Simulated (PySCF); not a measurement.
**CH$_{7}$GeN$_{2}$, doublet, SMILES `C[N][GeH2][NH2]`: what the electrons do**

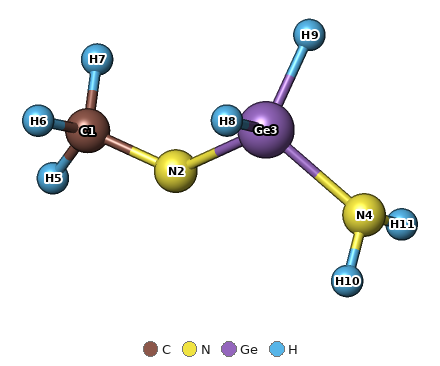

The molecule, with its atoms numbered as below. No frequency check shows the geometry to be a minimum.

Geometry (Å), atoms numbered from 1:

```
C1      -2.4552   -0.2053    0.0003
N2      -1.1125   -0.6038   -0.0013
Ge3      0.4124    0.3519   -0.0001
N4       1.8389   -0.7518    0.0010
H5      -3.0974   -1.0925    0.0044
H6      -2.7011    0.4074    0.8825
H7      -2.7039    0.4005   -0.8768
H8       0.5398    1.2177    1.2261
H9       0.5359    1.2079   -1.2371
H10      1.9401   -1.3372    0.8178
H11      1.9375   -1.3437   -0.8130
```

## 1. Bonding charge

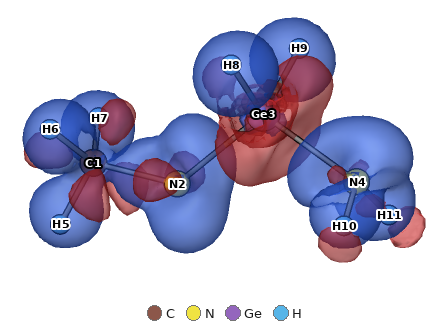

Deformation density (molecule less spherical, spin-averaged free atoms at the same positions), surfaces at ±0.07 e/Å³; blue: gain, red: loss.

Level of theory: TPSS/cc-pVTZ (PySCF), at a geometry from GFN2-xTB. The stability of the open-shell solution wasn't checked. GFN2-xTB doesn't know the spin state, so this open-shell geometry is rough.

Question: Describe the bonding that the map shows.

Answer: N4–H10 and N4–H11: +0.83 e/Å³ at the bond critical point (bond length 1.01 Å, Mayer order 1.0). C1–H5: +0.76 e/Å³ at the bond critical point (bond length 1.09 Å, Mayer order 1.0). C1–H7: +0.70 e/Å³ at the bond critical point (bond length 1.09 Å, Mayer order 0.9). C1–H6: +0.69 e/Å³ at the bond critical point (bond length 1.10 Å, Mayer order 0.9). C1–N2: +0.37 e/Å³ at the bond critical point (bond length 1.40 Å, Mayer order 1.1). Ge3–H8 and Ge3–H9: +0.27 e/Å³ at the bond critical point (bond length 1.51 Å, Mayer order 0.9). N2–Ge3: +0.14 e/Å³ at the bond critical point (bond length 1.80 Å, Mayer order 1.1). Ge3–N4: +0.14 e/Å³ at the bond critical point (bond length 1.80 Å, Mayer order 1.2). In all, 2.4 electrons gather in the regions of gain relative to the promolecule. A small or negative value marks a very polar bond, one between electron-rich atoms, whose free-atom densities already overlap strongly, a long bond to a heavier atom, or a closed-shell contact such as a hydrogen bond.

Question: Where do the Hirshfeld charges lie?

Answer: The highest Hirshfeld charge is on Ge3 (+0.38 e), the lowest on N4 (−0.30 e).

## 2. Bond critical points

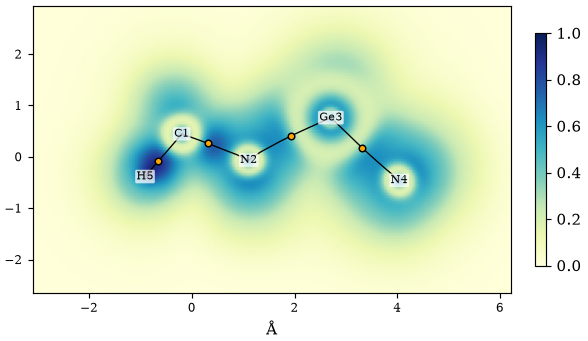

Localised orbital locator (LOL) in the plane of C1, N2, Ge3, N4 and H5, with bond paths and bond critical points (dots).

Question: What values does LOL take at the bond critical points in this plane?

Answer: C1–H5: about 0.90; C1–N2: about 0.70; Ge3–N4: about 0.41; N2–Ge3: about 0.40. Values above 0.5 mark slow, localised electrons, as in shared pairs; low values at a critical point mark a polar or closed-shell contact whose critical point lies between the shells.

Question: Where along C1–H5 does the critical point lie?

Answer: 0.70 Å from C1 and 0.40 Å from H5.

## 3. Local ionisation energy

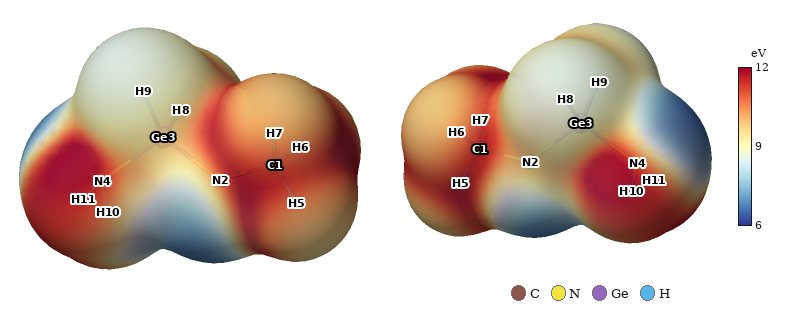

Average local ionisation energy on the surface of electron density 0.001 a.u. (back view left, front view right).

Question: Where are the most loosely bound electrons on this surface?

Answer: The lowest value is 6.4 eV, 2.0 Å from N4. Further minima include 6.6 eV, 2.0 Å from N2; 8.5 eV, 1.5 Å from H9, and at like points elsewhere; 9.5 eV, 1.4 Å from H5. For comparison, the highest occupied orbital lies at −5.3 eV.

Question: What volume does the surface enclose, and what is the dipole moment?

Answer: About 116 Å³; the dipole moment is 1.1 D.

## 4. Spin density

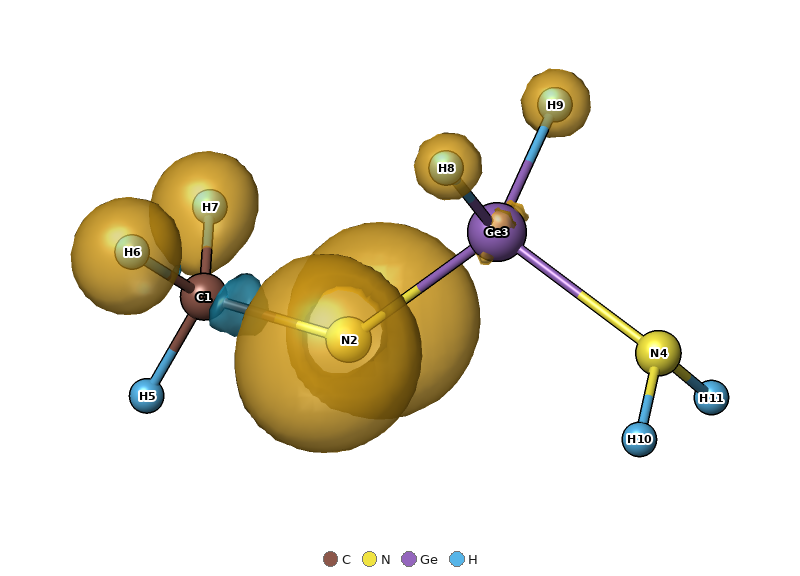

Spin density ρα − ρβ at ±0.03 e/Å³ (yellow: excess α, teal: excess β).

Question: How is the spin shared among the atoms?

Answer: Hirshfeld spin populations: N2 +0.73, Ge3 +0.06, C1 +0.06 and H6 and H7 +0.05. ⟨S²⟩ = 0.75, as for a pure state.

## 5. In an electric field

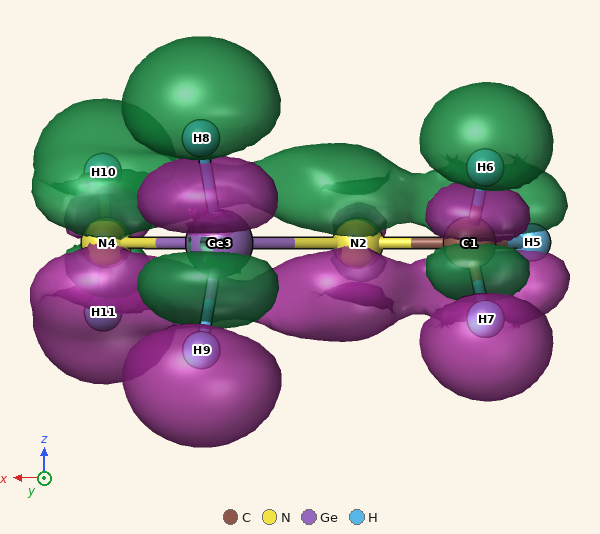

Change of the electron density in a uniform field of 0.51 V/Å, surfaces at ±0.003 e/Å³ (green: gain, purple: loss).

Level of theory: CAM-B3LYP/def2-SVPD (PySCF), at a geometry from GFN2-xTB. The stability of the open-shell solution wasn't checked. GFN2-xTB doesn't know the spin state, so this open-shell geometry is rough.

Question: Along which Cartesian direction does the field point?

Answer: Along −z: electrons gather on the +z side, against the field.

Question: What dipole is induced, and what polarisability does it imply?

Answer: The induced dipole is 1.31 D (along the field); α along this axis, from the fields in both directions, is 52 bohr³ (7.6 Å³).

Question: Which atoms gain and lose the most charge?

Answer: Electrons gather most on H8 (Hirshfeld charge changes by −0.023 e) and leave H9 most (+0.023 e); 0.134 electrons are displaced in all.
